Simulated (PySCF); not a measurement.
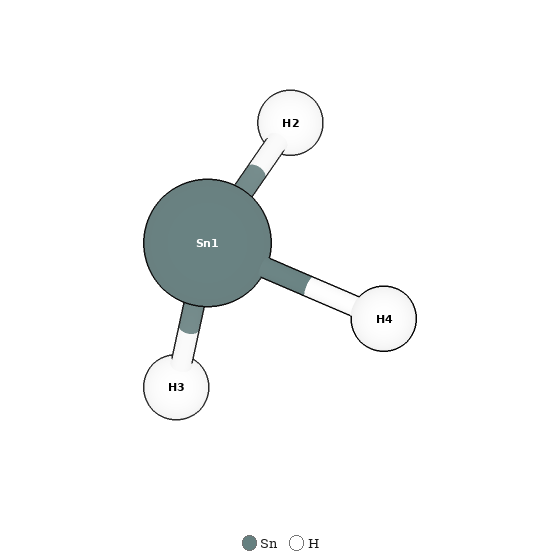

Structure of SnH₃⁻, singlet.

Unscaled harmonic wavenumbers and double-harmonic intensities, PBE0/def2-TZVPD (ECP), PySCF, isolated molecule. The structure is the lowest point that the starts tried gave, with the shape that electron-pair counting expects. Degenerate modes count as one line, with their intensities summed. Lorentzian lines of 16 cm⁻¹ full width. Close modes add up in the curve.

Which lines are the most intense, and is the structure a minimum?

Answer. The most intense lines (point group C3v) lie at 1579.7 cm⁻¹ (1566.9 km/mol, e), 1582.9 cm⁻¹ (695.5 km/mol, a1) and 722.2 cm⁻¹ (213.7 km/mol, a1). It has no imaginary mode, so it is a minimum.

```tsv
cm⁻¹	km/mol	symmetry
722.2	213.7	a1
742.1	112.8	e (×2)
1579.7	1566.9	e (×2)
1582.9	695.5	a1
```

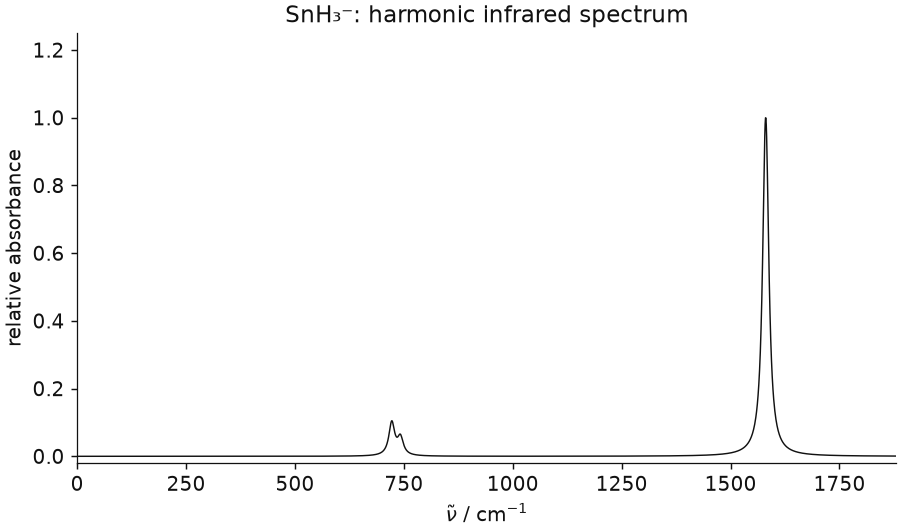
